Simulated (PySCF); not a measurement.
C$_{3}$H$_{8}$ClOSi$_{2}$: EPR calculation

- system: C$_{3}$H$_{8}$ClOSi$_{2}$, multiplicity 2
- method: UKS B3LYP, pcH-1 on C Cl H O Si, non-relativistic, mean-field spin-orbit, GIAO (PySCF 2.14.0)

It belongs to a series of runs on one base structure; here: H removed from sp3 C.

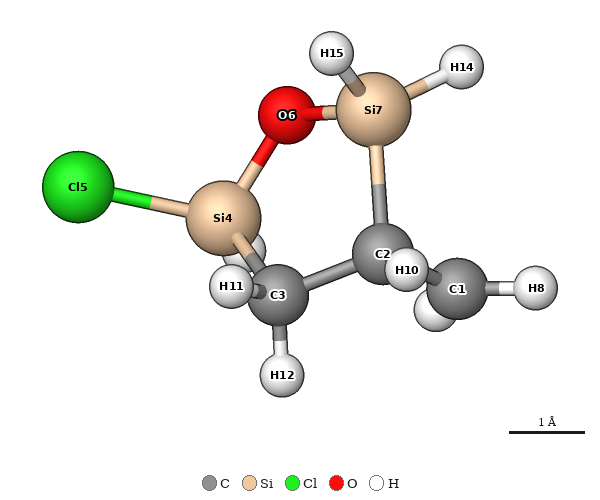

Figure 1. The structure as given in the input (ball-and-stick view, seen at a tilt; atoms are numbered from 1 in the order of the input).

Input file
```
{"job": {"kind": "epr", "basis": "pcH-1"}, "charge": 0, "multiplicity": 2}
C      0.061524    -1.450219    -1.187957
C      0.748785    -0.263546    -0.701253
C      0.949182    -0.271696     0.821600
Si    -0.708154     0.235370     1.608568
Cl    -0.497840     1.450584     3.183136
O     -1.316763     1.108056     0.365779
Si    -0.498985     1.204564    -1.049434
H      0.146478    -1.750636    -2.214386
H     -0.611653    -1.990170    -0.551296
H      1.691939    -0.113453    -1.231354
H      1.719264     0.456635     1.089366
H      1.315504    -1.246578     1.143313
H     -1.673969    -0.813292     1.890536
H     -1.459851     0.929890    -2.100729
H      0.130124     2.522481    -1.087800
```

The first line tells a small driver script what to run in PySCF; the rest is the geometry in Å.

Run on 1 CPU thread, shared host.

Launch command:
```bash
OMP_NUM_THREADS=1 python <driver script> task.json out
```

What the program printed
```
UKS, coarse grid
  cycle   1  E = -1233.49256137  |g| = 6.78e-01
  cycle   2  E = -1233.17047739  |g| = 1.13e+00
  cycle   3  E = -1233.64976066  |g| = 1.35e-01
  cycle   4  E = -1233.65595078  |g| = 6.10e-02
  cycle   5  E = -1233.65766248  |g| = 1.08e-02
  cycle   6  E = -1233.65771453  |g| = 5.59e-03
  cycle   7  E = -1233.65773067  |g| = 1.11e-03
  cycle   8  E = -1233.65773146  |g| = 5.90e-04
UKS, final grid
  cycle   1  E = -1233.65777868  |g| = 6.64e-04
  cycle   2  E = -1233.65777855  |g| = 8.58e-04
  cycle   3  E = -1233.65777891  |g| = 7.78e-05
  cycle   4  E = -1233.65777891  |g| = 3.55e-05
  cycle   5  E = -1233.65777891  |g| = 2.07e-05
E = -1233.65777891 Eh   <S^2> = 0.7540 (exact 0.7500)
g shifts (ppm)      1          2          3
  rmc          -144       -144       -144
  gc             16         12         15
  oz_so        -279        132        914
  total        -407         -0        785
hyperfine (MHz)  atom isotope    a_iso     a_fc   dipolar eigenvalues
    0   13C      81.79      81.89    -75.90    -75.10    151.00
    1   13C     -26.95     -26.96     -4.59     -0.36      4.95
    2   13C      19.55      19.56     -2.22     -1.87      4.08
    3  29Si       0.22       0.21     -1.42      0.52      0.90
    4  35Cl       0.17       0.16     -0.10      0.00      0.10
    5   17O      -0.13      -0.13     -2.13      1.00      1.14
    6  29Si    -161.38    -161.53    -21.11      9.27     11.83
    7    1H     -59.21     -59.23    -36.57      0.15     36.42
    8    1H     -60.48     -60.49    -37.06      0.82     36.24
    9    1H      66.03      66.02     -4.60     -3.88      8.48
   10    1H      -1.21      -1.21     -2.04     -1.85      3.89
   11    1H      -1.72      -1.72     -4.28     -2.47      6.75
   12    1H       0.48       0.48     -1.49     -1.31      2.81
   13    1H      -2.57      -2.57     -3.96     -1.60      5.56
   14    1H      46.31      46.31     -2.27     -1.10      3.37
```

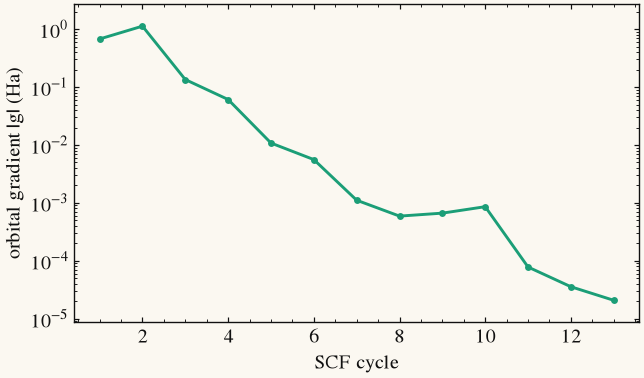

Figure 2. Convergence of the self-consistent field: orbital gradient |g| against the SCF cycle. All cycles printed in the log are drawn one after another.

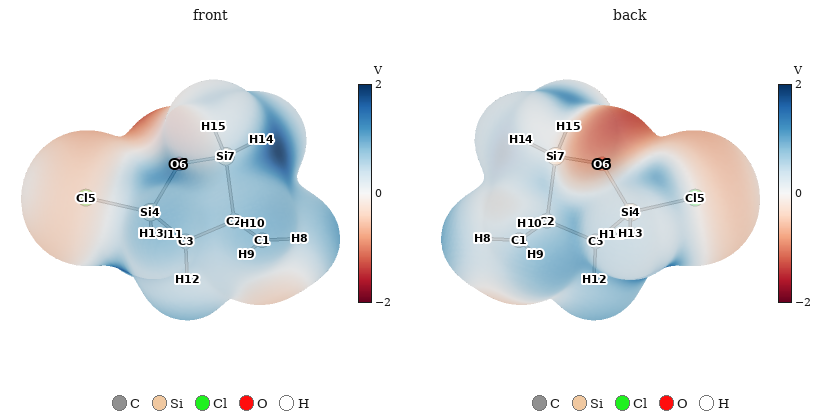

Figure 3. The electrostatic potential painted on the density surface at 0.002 e/bohr³, seen face on and from behind; red is negative and blue positive.

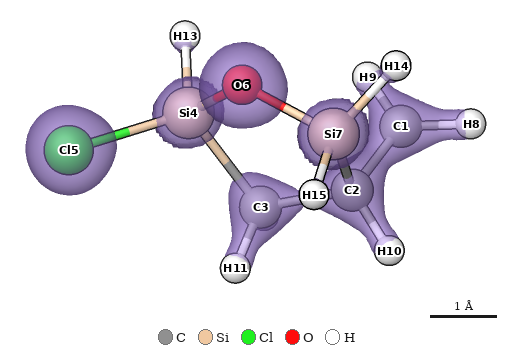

Figure 4. Isosurface of the total electron density at 1.5 e/Å³ (purple), seen from the side. At this value the surface falls into eight separate pieces. It is pinched off along the Si–O (1.64 Å), C–Si (1.90 Å) and Si–Cl (2.00 Å) contacts. On the grid the lowest density along these lines, outside the cores, is 1.8 e/Å³ (C–C, 1.46 Å), 0.99 e/Å³ (Si–O, 1.64 Å), 0.81 e/Å³ (C–Si, 1.90 Å) and 0.73 e/Å³ (Si–Cl, 2.00 Å).

Results in brief

| quantity | value |
| --- | --- |
| outcome | converged |
| total energy | −1233.657779 hartree |
| ⟨S²⟩ | 0.754 |
| isotropic g | 2.0024 |
| wall time | 1.8 min |
| peak memory | 0.97 GiB |
